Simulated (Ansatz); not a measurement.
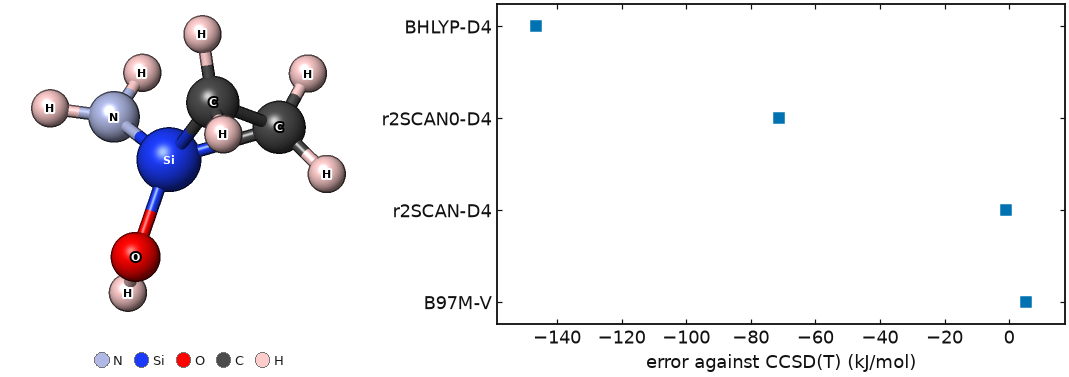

Error in the electronic atomisation energy (method less reference, so positive means overbinding) of C₂H₇NOSi, SMILES N[Si]1(O)CC1: functionals in def2-TZVPP against frozen-core CCSD(T) at the limit (MP2 extrapolated from triple and quadruple zeta, plus CCSD(T) less MP2 in a smaller set), which gives 4610.6 kJ/mol, at a PBE0-D4/def2-TZVP geometry (a minimum by its frequencies), no zero-point or spin-orbit term, the Ansatz code 0.2.0. The reference leaves out core correlation, a term that grows with the number of heavy atoms.

What range do the values span?

Answer. From −146.5 kJ/mol (BHLYP-D4) to 5.3 kJ/mol (B97M-V).

Give the values.

Answer.
```
     level  kJ/mol
  BHLYP-D4  −146.5
r2SCAN0-D4   −71.2
 r2SCAN-D4    −1.0
    B97M-V     5.3
```
